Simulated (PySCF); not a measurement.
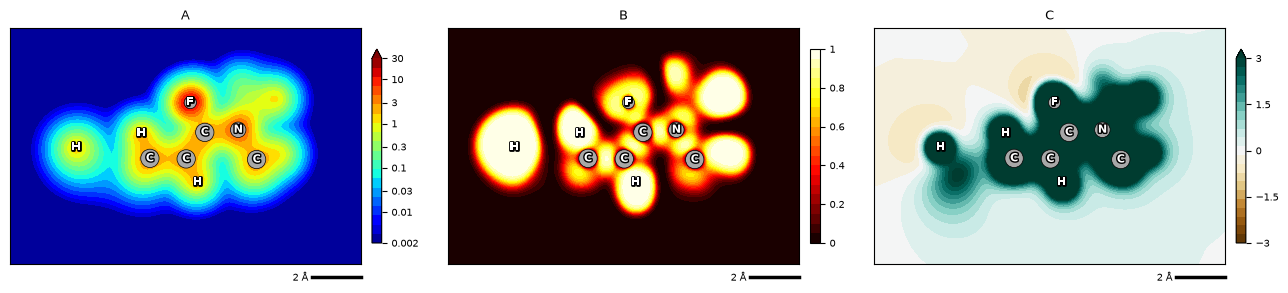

C6H13AlFN: 3 fields on the plane of atoms F5, C4 and C6, with unlabelled colour scales. Grey discs cover the atomic cores.

Geometry: GFN2-xTB.

Method: PySCF, PBE0/pcSseg-1, SCF density, gas phase, non-relativistic.

**Match the panels to the quantities (electron density, electron localisation function and electrostatic potential).**

Panel A: electron density. Panel B: electron localisation function. Panel C: electrostatic potential (strongly positive close to the atoms, with negative regions outside electron-rich atoms). From the grid: C–C (1.33 Å): the density is about 2.3 e/Å³ at the midpoint; the ELF peaks at about 0.90 between the atoms: a multiple bond. C–F (1.36 Å): the density is about 2.2 e/Å³ at the midpoint, with its minimum of 1.7 e/Å³ about 0.5 Å from C; the ELF peaks at about 0.85 between the atoms: a polar covalent bond.
